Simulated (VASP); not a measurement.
Input:

```xyz
2
Lattice="0.0000 2.7155 2.7155 2.7155 0.0000 2.7155 2.7155 2.7155 0.0000" Properties=species:S:1:pos:R:3 pbc="T T T"
Si     0.0000     0.0000     0.0000
Si     1.3577     1.3577     1.3578
```

These are r2SCAN+rVV10, VASP's PBE PAW potentials (set 64) (plane waves; VASP) values and carry that method's errors. Numerical set-up: 520 eV cut-off, 9×9×9 Γ-centred mesh, tetrahedra with Blöchl corrections, potentials Si.

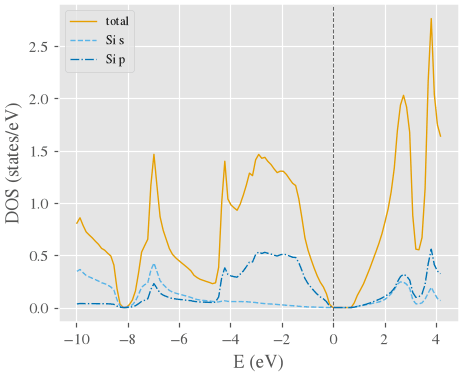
Figure. Total and projected density of states, zero at the valence-band maximum

Within 2 eV below the valence-band maximum the largest weight inside VASP's projection spheres is Si p.

The gap is indirect, 0.75 eV, from the valence maximum at Γ to the conduction minimum at (0.44, 0.44, 0.00).

The compound is Si in the diamond structure. The cell was not relaxed at this level.
